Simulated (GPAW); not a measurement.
## A GW chain in GPAW: Cl (Cmce)

Wanted: ground state, empty states, screening and self-energy for Cl (Cmce).

Method: PBE and many-body steps on it, plane waves, in GPAW 26.7.0.

## Step 1: The starting structure

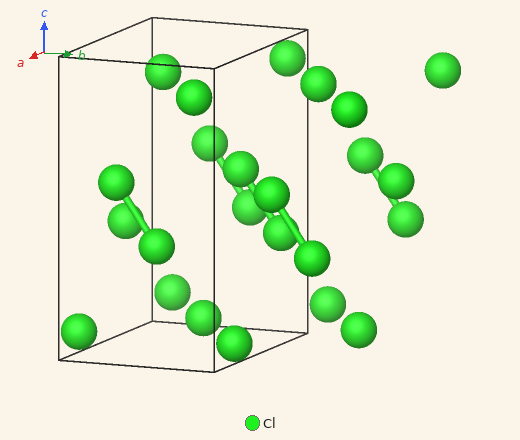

The cell as given, slightly off an axis (chlorine green). 1×2×1 cells are drawn. This picture shows the conventional cell, with its axes. Bonds to atoms that aren't drawn are left out. Some periodic images of atoms are drawn too.

Coordinates:

```
Cl
1.0
     3.14500   -2.25000    0.00000
     3.14500    2.25000    0.00000
     0.00000    0.00000    8.21000
Cl
4
Direct
  0.87000 0.13000 0.10000
  0.63000 0.37000 0.60000
  0.13000 0.87000 0.90000
  0.37000 0.63000 0.40000
```

The cell and positions come from the Crystallography Open Database and are kept as given unless a step says otherwise.

## Step 2: Ground state

This step: GPAW 26.7.0; DFT, PBE, plane waves, PAW.

The ground-state density comes first.

Input file run.py:

```python
import json
import numpy as np
from gpaw.mpi import world
from ase import Atoms
from gpaw import GPAW, PW, FermiDirac

atoms = Atoms(['Cl', 'Cl', 'Cl', 'Cl'],
    cell=[[3.1450000000, -2.2500000000, 0.0000000000],
      [3.1450000000, 2.2500000000, 0.0000000000],
      [0.0000000000, 0.0000000000, 8.2100000000]],
    scaled_positions=[[0.8700000000, 0.1300000000, 0.1000000000],
      [0.6300000000, 0.3700000000, 0.6000000000],
      [0.1300000000, 0.8700000000, 0.9000000000],
      [0.3700000000, 0.6300000000, 0.4000000000]],
    pbc=(True, True, True))
calc = GPAW(mode=PW(450),
    xc='PBE',
    kpts={'size': (6, 6, 4), 'gamma': True},
    occupations=FermiDirac(0.001),
    nbands=-8,
    convergence={'density': 1e-6, 'bands': -3},
    maxiter=100,
    txt='gs.txt')
atoms.calc = calc
res = {'energy': atoms.get_potential_energy()}
kpts = calc.get_ibz_k_points()
res['kpts'] = kpts
res['eigenvalues'] = [calc.get_eigenvalues(kpt=k) for k in range(len(kpts))]
res['n_electrons'] = calc.get_number_of_electrons()
calc.write('gs.gpw')

if world.rank == 0:
    with open('result.json', 'w') as f:
        json.dump(res, f, default=lambda x: x.tolist())
```

The run is started by

```console
mpirun -n 4 gpaw python run.py
```

Numbers of over 12 decimals in the logs are rounded to 6 here.

Log:

```text
__  _  _
 | _ |_)|_||  |
 |__||  | ||/\| - 26.7.0

Input parameters:
  mode=PW(ecut=450.000000),
  convergence={'density': 1e-06, 'bands': -3},
  kpts=MonkhorstPack(size=(6, 6, 4), gamma=True),
  maxiter=100,
  nbands=-8,
  occupations=Occupations(name='fermi-dirac', width=0.001, fixmagmom=False),
  xc=XC(name='PBE')
  [... matrices ...]
Diagonalizing LCAO Hamiltonian
Converting LCAO to pw mode

          Cl

        Cl

         Cl

       Cl

Atoms  # Å, Bohr magnetons
|   | symbol |        x |         y |        z |    initial magnetic moments |
| 0 |     Cl | 3.145000 | -1.665000 | 0.821000 | ( 0.0000,  0.0000,  0.0000) |
| 1 |     Cl | 3.145000 | -0.585000 | 4.926000 | ( 0.0000,  0.0000,  0.0000) |
| 2 |     Cl | 3.145000 |  1.665000 | 7.389000 | ( 0.0000,  0.0000,  0.0000) |
| 3 |     Cl | 3.145000 |  0.585000 | 3.284000 | ( 0.0000,  0.0000,  0.0000) |

Unit cell  # Å
| periodic |        x |         y |        z |  lengths |    angles |
|      yes | 3.145000 | -2.250000 | 0.000000 | 3.866979 | 90.000000 |
|      yes | 3.145000 |  2.250000 | 0.000000 | 3.866979 | 90.000000 |
|      yes | 0.000000 |  0.000000 | 8.210000 | 8.210000 | 71.161476 |

Number of symmetries: 4
Symmetry operations  # r_c * U_cc + t_c -> r_c
|   | kind |            matrix            |
| 0 |  E   |  1, 0, 0,  0, 1, 0,  0, 0, 1 |
| 1 |  C2  |  0, 1, 0,  1, 0, 0,  0, 0,-1 |
| 2 |  σ   |  0,-1, 0, -1, 0, 0,  0, 0, 1 |
| 3 |  i   | -1, 0, 0,  0,-1, 0,  0, 0,-1 |

BZ-sampling:
  Number of BZ points: 144
  Number of IBZ points: 47

  Monkhorst-Pack size: [6, 6, 4]
  Monkhorst-Pack shift: [0.083333, 0.083333, 0.125]

K-points  # in reciprocal-cell coordinates
|     |                                coordinates |     weight |
|   0 | (  0.00000000,   0.00000000,   0.00000000) | 0.00694444 |
|   1 | (  0.00000000,   0.00000000,   0.25000000) | 0.01388889 |
|   2 | (  0.00000000,   0.00000000,   0.50000000) | 0.00694444 |
|   3 | (  0.16666667,  -0.16666667,  -0.25000000) | 0.01388889 |
|   4 | (  0.16666667,  -0.16666667,   0.00000000) | 0.01388889 |
|   5 | (  0.16666667,  -0.16666667,   0.25000000) | 0.01388889 |
|   6 | (  0.16666667,  -0.16666667,   0.50000000) | 0.01388889 |
|   7 | (  0.16666667,   0.00000000,  -0.25000000) | 0.02777778 |
|   8 | (  0.16666667,   0.00000000,   0.00000000) | 0.02777778 |
|   9 | (  0.16666667,   0.00000000,   0.25000000) | 0.02777778 |
| ... |                                            |            |
|  46 | (  0.50000000,   0.50000000,   0.50000000) | 0.00694444 |

Plane wave coefficients: 2544
Cutoff: 450.000000 eV

Spin-components: 1 (collinear spins)
Bands:           22
Projectors:      20
Spin-degeneracy: 2
Datatype:        complex128

  Storage: CPU
  Wave functions: 41_707_424 bytes (10_426_856 per core)
  Projectors: 34_124_256 bytes (8_531_064 per core)
  [... matrices ...]
Parallelization:
  kpt:    4
  domain: 1
  band:   1

Density:
  Valence electrons: 28.0
  Components: 1
  Grid points: [20 20 42]
  Charge: 0.0  # |e|

Potential:
  Grid points: [20 20 42]

species:
  Cl:
    name:    Chlorine
    Z:       17.0
    valence: 7
    core:    10
    charge:  0.0  # [|e|]
    compensation charges:
      type: gauss
      rc: 0.25  # [Å]
      lmax: 2
    cutoffs:
      filter: 1.40  # [Å]
      core: 1.49  # [Å]
    projectors
    | kind |    occ | energy [eV] | rcut [Å] |
    |   3s |  2.000 |     -20.689 |    0.794 |
    |   3p |  5.000 |      -8.594 |    0.794 |
    |    s |        |       6.523 |    0.794 |
    |    p |        |      18.617 |    0.794 |
    |    d |        |       0.000 |    0.794 |

    Using partial waves for Cl as LCAO basis

Reference energy: -50219.797583  # eV

eigensolver:
  PPCG
  Converge bands: -3
  niter=2

density mixing:
  MSR1-Mixer
  Pratt-step length: 0.05
  Maximum mixing coefficient: 0.75
  Old densities: 10
  SVD Regularization: 0.005
  Good broyden scale: 1.0
  Trust region scale: 1.0
  Backstep threshold: 4.0
  History deletion threshold: 6.0
  Fourier metric: weight=20.0, sigma=0.015

occupation numbers:
  Fermi-Dirac:
    width: 0.0010  # eV

poisson solver:
  ecut: 3600.000000  # eV

xc functional:
  name: PBE with 2 nearest neighbor stencil

Initialization done in: 1.519 s

convergence criteria:
- Maximum integral of absolute [dens]ity change: 1e-06 electrons / valence electron
- Maximum [total energy] change in last 3 cyles: 0.0005 eV / valence electron
- Maximum integral of absolute [eigenst]ate change: 4e-08 eV^2 / valence electron
maximum number of iterations: 100

SCF iterations
|iter     |     time |      energy | eigst |  dens |
|iter:   1|  |   -7.529850 | +1.49 |       |
|iter:   2|  |   -7.501917 | +0.28 | -1.06 |
|iter:   3|  |   -7.064082 | -0.42 | -1.09 |
|iter:   4|  |   -7.033210 | -1.00 | -1.65 |
|iter:   5|  |   -7.033182 | -1.75 | -2.34 |
|iter:   6|  |   -7.033390c| -2.28 | -2.65 |
|iter:   7|  |   -7.033407c| -2.81 | -3.29 |
|iter:   8|  |   -7.033407c| -3.13 | -4.16 |
|iter:   9|  |   -7.033407c| -3.61 | -4.59 |
|iter:  10|  |   -7.033407c| -3.82 | -5.30 |
|iter:  11|  |   -7.033407c| -4.23 | -5.79 |
|iter:  12|  |   -7.033407c| -4.61 | -6.37c|
|iter:  13|  |   -7.033407c| -5.00 | -7.05c|
|iter:  14|  |   -7.033407c| -5.36 | -7.76c|
|iter:  15|  |   -7.033407c| -5.69 | -8.25c|
|iter:  16|  |   -7.033407c| -5.98 | -8.83c|
|iter:  17|  |   -7.033407c| -6.36 | -9.37c|
|iter:  18|  |   -7.033407c| -6.83 | -9.66c|
|iter:  19|  |   -7.033407c| -7.14 | -9.95c|
|iter:  20|  |   -7.033407c| -7.49c|-10.21c|

Converged in 20 steps
SCF loop duration: 10.803 s (0.540 s/step)
Energy contributions relative to reference atoms: (reference = -50219.797583)
  [... matrices ...]
Energy contributions:
  Kinetic:           6.924372
  Coulomb:          -5.472800
  Zero:              0.004826
  External:          0.000000
  Xc:               -8.489805
  Entropy:          -0.000000
  Spinorbit:         0.000000
  ----------------------------
  Free energy:      -7.033407
  Extrapolated:     -7.033407

dipole moment: (0.000015, -0.000000, 0.000019)  # |e|*Ang

Fermi level: 1.335
Eigenvalues  # (at kpt = [0.000, 0.000, 0.000])
| band index |      eig [eV] | occ [0-2] |
|          0 |       -16.814 |     2.000 |
|        ... |               |           |
|          6 |        -2.831 |     2.000 |
|          7 |        -2.707 |     2.000 |
|          8 |        -2.365 |     2.000 |
|          9 |        -2.357 |     2.000 |
|         10 |        -0.910 |     2.000 |
|         11 |        -0.613 |     2.000 |
|         12 |        -0.359 |     2.000 |
|         13 |        -0.269 |     2.000 |
|         14 |         2.278 |     0.000 |
|         15 |         2.843 |     0.000 |
|         16 |         6.723 |     0.000 |
|         17 |         7.326 |     0.000 |
|         18 |         8.545 |     0.000 |
|         19 |         9.849 |     0.000 |
|         20 |         9.880 |     0.000 |
|         21 |        10.764 |     0.000 |

Gap: 2.490 eV
Transition (v -> c):
  (s=0, k=44, n=13, [0.50, 0.50, 0.00]) -> (s=0, k=0, n=14, [0.00, 0.00, 0.00])
Direct/indirect transitions are different
Direct gap: 2.547 eV
Transition at: (s=0, k=0, n=13, [0.00, 0.00, 0.00])
# Writing to gs.gpw (mode='')
  [... matrices ...]
```

Wall time 14 s (4 MPI ranks of Intel Xeon Platinum 8488C (Sapphire Rapids), shared host); peak memory 0.73 GiB; 55 s of CPU time.

Numbers from this step:

| Property | Result |
| --- | --- |
| total energy | -7.033 eV |
| gap | 2.490 eV |
| k of the valence top | 0.5, 0.5, 0 |
| k of the conduction bottom | 0, 0, 0 |
| least direct gap | 2.547 eV |

The gap is indirect, with the least direct gap 0.06 eV higher.

## Step 3: Bands along the symmetry lines

The cheap functional maps the bands first; the places of the edges decide which points the dearer methods must see.

Input file run.py:

```python
import json
import numpy as np
from gpaw.mpi import world
from gpaw import GPAW

path = [[0.000000, 0.000000, 0.000000],
    [0.062500, 0.062500, 0.000000],
    [0.125000, 0.125000, 0.000000],
    [0.187500, 0.187500, 0.000000],
    [0.250000, 0.250000, 0.000000],
    [0.312500, 0.312500, 0.000000],
    [0.375000, 0.375000, 0.000000],
    [0.437500, 0.437500, 0.000000],
    [0.500000, 0.500000, 0.000000],
    [0.484745, 0.515255, 0.000000],
    [0.469489, 0.530511, 0.000000],
    [0.454234, 0.545766, 0.000000],
    [0.438978, 0.561022, 0.000000],
    [0.423723, 0.576277, 0.000000],
    [0.408468, 0.591532, 0.000000],
    [0.393212, 0.606788, 0.000000],
    [0.377957, 0.622043, 0.000000],
    [-0.377957, 0.377957, 0.000000],
    [-0.330712, 0.330712, 0.000000],
    [-0.283468, 0.283468, 0.000000],
    [-0.236223, 0.236223, 0.000000],
    [-0.188978, 0.188978, 0.000000],
    [-0.141734, 0.141734, 0.000000],
    [-0.094489, 0.094489, 0.000000],
    [-0.047245, 0.047245, 0.000000],
    [0.000000, 0.000000, 0.000000],
    [0.000000, 0.000000, 0.062500],
    [0.000000, 0.000000, 0.125000],
    [0.000000, 0.000000, 0.187500],
    [0.000000, 0.000000, 0.250000],
    [0.000000, 0.000000, 0.312500],
    [0.000000, 0.000000, 0.375000],
    [0.000000, 0.000000, 0.437500],
    [0.000000, 0.000000, 0.500000],
    [-0.047245, 0.047245, 0.500000],
    [-0.094489, 0.094489, 0.500000],
    [-0.141734, 0.141734, 0.500000],
    [-0.188978, 0.188978, 0.500000],
    [-0.236223, 0.236223, 0.500000],
    [-0.283468, 0.283468, 0.500000],
    [-0.330712, 0.330712, 0.500000],
    [-0.377957, 0.377957, 0.500000],
    [0.377957, 0.622043, 0.500000],
    [0.393212, 0.606788, 0.500000],
    [0.408468, 0.591532, 0.500000],
    [0.423723, 0.576277, 0.500000],
    [0.438978, 0.561022, 0.500000],
    [0.454234, 0.545766, 0.500000],
    [0.469489, 0.530511, 0.500000],
    [0.484745, 0.515255, 0.500000],
    [0.500000, 0.500000, 0.500000],
    [0.500000, 0.500000, 0.437500],
    [0.500000, 0.500000, 0.375000],
    [0.500000, 0.500000, 0.312500],
    [0.500000, 0.500000, 0.250000],
    [0.500000, 0.500000, 0.187500],
    [0.500000, 0.500000, 0.125000],
    [0.500000, 0.500000, 0.062500],
    [0.500000, 0.500000, 0.000000],
    [0.000000, 0.000000, 0.000000],
    [0.000000, 0.062500, 0.000000],
    [0.000000, 0.125000, 0.000000],
    [0.000000, 0.187500, 0.000000],
    [0.000000, 0.250000, 0.000000],
    [0.000000, 0.312500, 0.000000],
    [0.000000, 0.375000, 0.000000],
    [0.000000, 0.437500, 0.000000],
    [0.000000, 0.500000, 0.000000],
    [0.000000, 0.500000, 0.062500],
    [0.000000, 0.500000, 0.125000],
    [0.000000, 0.500000, 0.187500],
    [0.000000, 0.500000, 0.250000],
    [0.000000, 0.500000, 0.312500],
    [0.000000, 0.500000, 0.375000],
    [0.000000, 0.500000, 0.437500],
    [0.000000, 0.500000, 0.500000],
    [0.000000, 0.437500, 0.500000],
    [0.000000, 0.375000, 0.500000],
    [0.000000, 0.312500, 0.500000],
    [0.000000, 0.250000, 0.500000],
    [0.000000, 0.187500, 0.500000],
    [0.000000, 0.125000, 0.500000],
    [0.000000, 0.062500, 0.500000],
    [0.000000, 0.000000, 0.500000],
    [0.062500, 0.062500, 0.500000],
    [0.125000, 0.125000, 0.500000],
    [0.187500, 0.187500, 0.500000],
    [0.250000, 0.250000, 0.500000],
    [0.312500, 0.312500, 0.500000],
    [0.375000, 0.375000, 0.500000],
    [0.437500, 0.437500, 0.500000],
    [0.500000, 0.500000, 0.500000]]
calc = GPAW('gs.gpw').fixed_density(kpts=path,
    symmetry='off',
    nbands=24,
    convergence={'bands': 20},
    txt='bands.txt')
res = {}
kpts = calc.get_ibz_k_points()
res['kpts'] = kpts
res['eigenvalues'] = [calc.get_eigenvalues(kpt=k) for k in range(len(kpts))]
res['n_electrons'] = calc.get_number_of_electrons()

if world.rank == 0:
    with open('result.json', 'w') as f:
        json.dump(res, f, default=lambda x: x.tolist())
```

The run is started by

```console
mpirun -n 4 gpaw python run.py
```

Log:

```text
Diagonalizing LCAO Hamiltonian
Converting LCAO to pw mode
convergence criteria:
- Maximum integral of absolute [eigenst]ate change: 4e-08 eV^2 / valence electron
maximum number of iterations: 100

SCF iterations
|iter     |     time |      energy | eigst |  dens |
|iter:   1|  |             | +1.67 |       |
|iter:   2|  |             | +0.47 |       |
|iter:   3|  |             | -0.40 |       |
[...]
|iter:  16|  |             | -7.01 |       |
|iter:  17|  |             | -7.34 |       |
|iter:  18|  |             | -7.60c|       |
SCF steps: 18
  __  _  _
 | _ |_)|_||  |
 |__||  | ||/\| - 26.7.0

Input parameters:
  mode=PW(ecut=450.000000),
  convergence={'bands': 20},
  gpts=array([20, 20, 42]),
  kpts=KPoints(kpts=array([[ 0.      ,  0.      ,  0.      ],
         [ 0.0625  ,  0.0625  ,  0.      ],
         [ 0.125   ,  0.125   ,  0.      ],
         [ 0.1875  ,  0.1875  ,  0.      ],
[...]
[ 0.484745,  0.515255,  0.      ],
         [ 0.469489,  0.530511,  0.      ],
         [ 0.454234,  0.545766,  0.      ],
[...]
[-0.377957,  0.377957,  0.      ],
         [-0.330712,  0.330712,  0.      ],
         [-0.283468,  0.283468,  0.      ],
[...]
[-0.330712,  0.330712,  0.5     ],
         [-0.377957,  0.377957,  0.5     ],
[...]
[ 0.469489,  0.530511,  0.5     ],
         [ 0.484745,  0.515255,  0.5     ],
[...]
[ 0.375   ,  0.375   ,  0.5     ],
         [ 0.4375  ,  0.4375  ,  0.5     ],
         [ 0.5     ,  0.5     ,  0.5     ]])),
  maxiter=100,
  nbands=24,
  occupations=Occupations(name='fermi-dirac', width=0.001, fixmagmom=False),
  parallel={},
  symmetry=Symmetry(point_group=False, time_reversal=False),
  xc=XC(name='PBE')
  [... matrices ...]
timing:  # [seconds]
  Total: 0.025  # ━━━━━━━━━━━━━━━━━━━━━━━━━━━━━━━━━━━━━━━━━━━━━━━━━━━━━━━━━━━
```

Run time: 21 s. Hardware: 4 MPI ranks; peak memory 0.83 GiB.

Numbers from this step:

```yaml
gap: 2.478 eV
k_of_the_valence_top: 0.5, 0.5, 0
k_of_the_conduction_bottom: -0.0945, 0.0945, 0
least_direct_gap: 2.536 eV
```

The gap is 2.478 eV, −0.012 eV from the run before at this level.

The electronic bands at the labelled points (eV, zero at the top of the highest filled band):

| point | band 11 | band 12 | band 13 | band 14 | band 15 | band 16 | band 17 | band 18 |
| --- | --- | --- | --- | --- | --- | --- | --- | --- |
| Γ | -0.70 | -0.40 | -0.15 | -0.06 | 2.49 | 3.06 | 6.94 | 7.54 |
| Y | -0.96 | -0.89 | -0.36 | 0.00 | 2.57 | 2.76 | 8.59 | 8.68 |
| F0 | -0.84 | -0.65 | -0.21 | -0.01 | 2.62 | 2.80 | 8.54 | 9.17 |
| jump to Δ0 | -0.84 | -0.65 | -0.21 | -0.01 | 2.62 | 2.80 | 8.54 | 9.17 |
| Γ | -0.70 | -0.40 | -0.15 | -0.06 | 2.49 | 3.06 | 6.94 | 7.54 |
| Z | -0.64 | -0.64 | -0.10 | -0.10 | 2.69 | 2.69 | 7.48 | 7.48 |
| B0 | -0.40 | -0.40 | -0.40 | -0.40 | 2.70 | 2.70 | 9.22 | 9.22 |
| jump to G0 | -0.40 | -0.40 | -0.40 | -0.40 | 2.70 | 2.70 | 9.22 | 9.22 |
| T | -0.70 | -0.70 | -0.46 | -0.46 | 2.60 | 2.60 | 8.95 | 8.95 |
| Y | -0.96 | -0.89 | -0.36 | 0.00 | 2.57 | 2.76 | 8.59 | 8.68 |
| jump to Γ | -0.70 | -0.40 | -0.15 | -0.06 | 2.49 | 3.06 | 6.94 | 7.54 |
| S | -0.50 | -0.50 | -0.15 | -0.15 | 2.87 | 2.87 | 8.31 | 8.31 |
| R | -0.43 | -0.43 | 0.00 | 0.00 | 2.77 | 2.77 | 8.54 | 8.54 |
| Z | -0.64 | -0.64 | -0.10 | -0.10 | 2.69 | 2.69 | 7.48 | 7.48 |
| T | -0.70 | -0.70 | -0.46 | -0.46 | 2.60 | 2.60 | 8.95 | 8.95 |

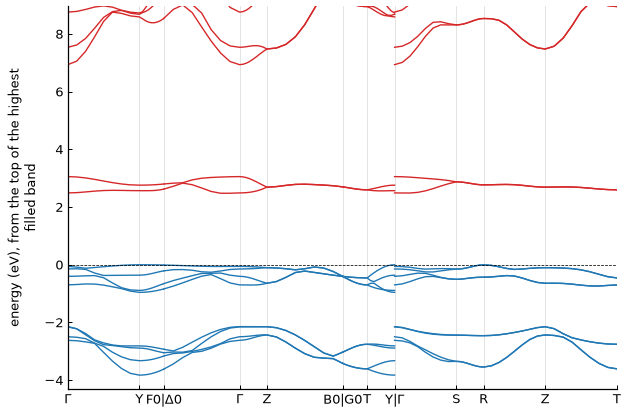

Electronic bands along the path; lines of filled and empty bands in two colours.

## Step 4: Empty states on the mesh, 4×4×2 mesh, 76 bands

The sums over transitions need many empty states on a uniform mesh; this step solves for them.

Input file run.py:

```python
import json
import numpy as np
from gpaw.mpi import world
from gpaw import GPAW

calc = GPAW('gs.gpw').fixed_density(kpts={'size': (4, 4, 2), 'gamma': True},
    nbands=88,
    convergence={'bands': 76},
    txt='nscf.txt')
calc.write('full.gpw', mode='all')
res = {}
kpts = calc.get_ibz_k_points()
res['kpts'] = kpts
res['eigenvalues'] = [calc.get_eigenvalues(kpt=k) for k in range(len(kpts))]
res['n_electrons'] = calc.get_number_of_electrons()

if world.rank == 0:
    with open('result.json', 'w') as f:
        json.dump(res, f, default=lambda x: x.tolist())
```

The run is started by

```console
mpirun -n 4 gpaw python run.py
```

Log:

```text
Diagonalizing LCAO Hamiltonian
Converting LCAO to pw mode
convergence criteria:
- Maximum integral of absolute [eigenst]ate change: 4e-08 eV^2 / valence electron
maximum number of iterations: 100

SCF iterations
|iter     |     time |      energy | eigst |  dens |
|iter:   1|  |             | +3.79 |       |
|iter:   2|  |             | +2.62 |       |
|iter:   3|  |             | +1.53 |       |
[...]
|iter:  12|  |             | -6.88 |       |
|iter:  13|  |             | -7.33 |       |
|iter:  14|  |             | -7.83c|       |
SCF steps: 14
  __  _  _
 | _ |_)|_||  |
 |__||  | ||/\| - 26.7.0

Input parameters:
  mode=PW(ecut=450.000000),
  convergence={'bands': 76},
  gpts=array([20, 20, 42]),
  kpts=MonkhorstPack(size=(4, 4, 2), gamma=True),
  maxiter=100,
  nbands=88,
  occupations=Occupations(name='fermi-dirac', width=0.001, fixmagmom=False),
  parallel={},
  xc=XC(name='PBE')
# Writing to full.gpw (mode='all')
  [... matrices ...]

timing:  # [seconds]
  Total: 0.043  # ━━━━━━━━━━━━━━━━━━━━━━━━━━━━━━━━━━━━━━━━━━━━━━━━━━━━━━━━━━━
```

The job ended after 14 s (4 MPI ranks; peak memory 0.79 GiB).

This step gave:

```
gap                                                           : 2.490 eV
k of the valence top                                          : 0.5, 0.5, 0
k of the conduction bottom                                    : 0, 0, 0
least direct gap                                              : 2.547 eV
k points computed                                             : 14
lowest point of the top converged band, above the valence top : 33.66 eV
```

On this mesh the gap is 2.490 eV.

[end of part 1 of 2]

[Paths, hosts, dates, memory and timing lines, banners, echoed tables and standing remarks are left out of the program output.]

[Logs are printed without paths, hosts, clocks, repeated set-up lines and the standing remarks that a program may print on its own settings, such as how far it seeks lower states.]

[Runs of the session that timed out or met a known fault of the program may be left out.]

[Hosts, paths, dates, database ids (printed as entryN), source tags and the programs' standing remarks are cut or masked in the printed files.]
